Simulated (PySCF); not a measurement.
# Co⁺: dipole response in def2-TZVPPD

How polarisable is Co⁺ at the levels listed below?

Program: PySCF 2.14.0. Level of theory: unrestricted determinants in a Gaussian basis, no spin-orbit coupling in the energies. These are calculated values, not measurements, unless marked.

### 1 The system

```
Element     : cobalt (Z = 27)
Basis       : def2-TZVPPD (6s6p4d2f1g, 67 functions)
Hamiltonian : no relativity, point nucleus
State 1     : Co⁺: [Ar] 3d8, high-spin 3F determinant
Methods     : wB97M-V
```

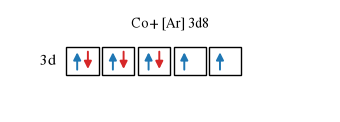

Occupation of the outer shells (arrows by Hund's rule).

One driver process ran all states and methods and kept the integrals in memory. Each run is shown as a PySCF script that sums up its settings (the driver passes frozen orbitals as a list and adds second-order terms of double hybrids); the logs are those of the runs themselves. The driver starts from symmetry-adapted Hartree-Fock orbitals, holds the occupation by maximum overlap and uses a logarithmic radial grid for functionals, so a plain start would take other cycles.

The integrals over 67 functions and the set-up took 0.3 s of CPU time.

### 2 Co⁺: wB97M-V

Level: wB97M-V.

Input file input.py:

```python
from pyscf import gto, scf, dft, mp, cc
import basis_set_exchange as bse
mol = gto.M(atom="Co 0 0 0", charge=1, spin=2, symmetry="D2h",
            basis=gto.basis.parse(bse.get_basis("def2-TZVPPD", elements=["Co"], fmt="nwchem")))
mf = dft.UKS(mol, xc="WB97M_V")
mf.irrep_nelec = {'Ag': (5, 3), 'B1g': (1, 1), 'B2g': (1, 1), 'B3g': (1, 1), 'B1u': (2, 2), 'B2u': (2, 2), 'B3u': (2, 2)}
mf.kernel()
```

Standard output:

```text
damping factor = 0
level_shift factor = 0
DIIS = <class 'pyscf.scf.diis.CDIIS'>
diis_start_cycle = 1
diis_space = 10
diis_damp = 0
SCF conv_tol = 1e-09
SCF conv_tol_grad = None
number electrons alpha = 14  beta = 12
XC functionals = WB97M_V
    N. Mardirossian and M. Head-Gordon.,  J. Chem. Phys. 144, 214110 (2016)
NLC functional = WB97M_V
cycle= 1 E= -1382.3734574253  delta_E= -0.0083  |g|= 0.124  |ddm|= 0.115
cycle= 2 E= -1382.36982152679  delta_E= 0.00364  |g|= 0.196  |ddm|= 0.0809
cycle= 3 E= -1382.37595247617  delta_E= -0.00613  |g|= 0.00155  |ddm|= 0.0502
cycle= 4 E= -1382.37595465023  delta_E= -2.17e-06  |g|= 0.000569  |ddm|= 0.00164
cycle= 5 E= -1382.37595489673  delta_E= -2.47e-07  |g|= 0.000151  |ddm|= 0.000578
cycle= 6 E= -1382.37595490487  delta_E= -8.13e-09  |g|= 5.93e-06  |ddm|= 0.000101
cycle= 7 E= -1382.3759549049  delta_E= -3.18e-11  |g|= 6.63e-07  |ddm|= 9.84e-06
converged SCF energy = -1382.3759549049  <S^2> = 2.0032056  2S+1 = 3.0021363
```

CPU time 72 s on a shared host, the integrals not counted.

The occupied shells:

```csv
shell,electrons,mean orbital energy (eV),spread (eV),rms radius (bohr)
1s α,1,-7572.1,0,0.0658
1s β,1,-7572.1,0,0.0658
2s α,1,-906.34,0,0.280
2s β,1,-905.03,0,0.280
2p α,3,-785.16,0,0.250
2p β,3,-784.14,0,0.250
3s α,1,-112.72,0,0.844
3s β,1,-110.09,0,0.844
3p α,3,-76.370,0,0.902
3p β,3,-73.483,0,0.902
3d α,5,-17.739,0.748,1.31
3d β,3,-16.201,0,1.31
```

⟨S²⟩ = 2.003, ⟨L²⟩ = 12.01.

The driver then solved the coupled dipole response at imaginary frequencies: mean α = 7.164 bohr³, C₆ = 16.26 au for a like pair.

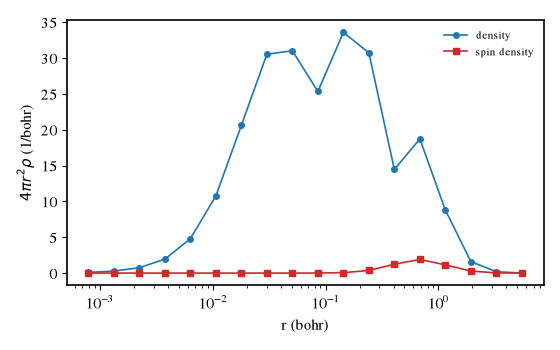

Radial density 4πr²ρ of Co⁺ at wB97M-V, at 18 stored radii joined by straight lines.

### 3 The response side by side

Co⁺, in atomic units:

| method | mean α | C₆ (like pair) | S(−4) |
| --- | --- | --- | --- |
| wB97M-V | 7.164 | 16.26 | 93.21 |

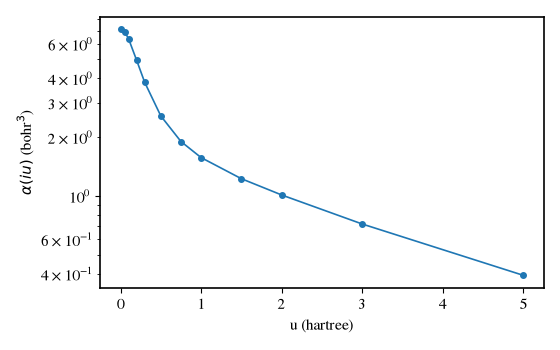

α(iu) of Co⁺, the polarisability at imaginary frequency, on a logarithmic scale.

### 4 Outcome

| quantity | value |
| --- | --- |
| α of Co⁺ | 7.164 (wB97M-V) bohr³ |

A single London oscillator with the computed α and C₆ of Co⁺ at wB97M-V would have ω = 4 C₆ / (3 α²) = 0.422 hartree. All values hold for this basis alone; no basis-set limit was taken.
